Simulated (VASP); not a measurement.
Band structure of MgO (rock salt). Level of theory: LDA (Ceperley-Alder, Perdew-Zunger), VASP's LDA PAW potentials (set 64) (plane waves; VASP).

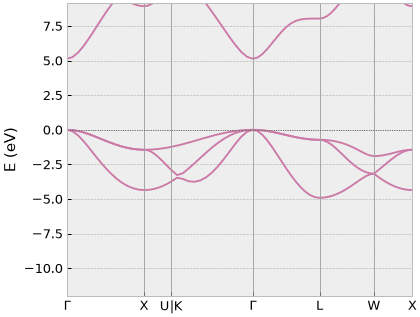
Bands along high-symmetry lines, zero at the valence-band maximum or, without a gap, the Fermi level

Q: Read the plot: is there a gap, and where are the band edges?

A: The gap is direct, 5.14 eV, from the valence maximum at Γ to the conduction minimum at Γ. (Edges off the drawn lines would not show.)

Measured: gap 8.36 eV (computed value off by -3.22 eV), as given by Wei Chen et al., Physical Review Materials (2018), doi:10.1103/physrevmaterials.2.073803 [zero-point renormalisation of 0.53 eV added back (the table's ZPR column)].

The compound is MgO in the rock salt structure. It was relaxed first.
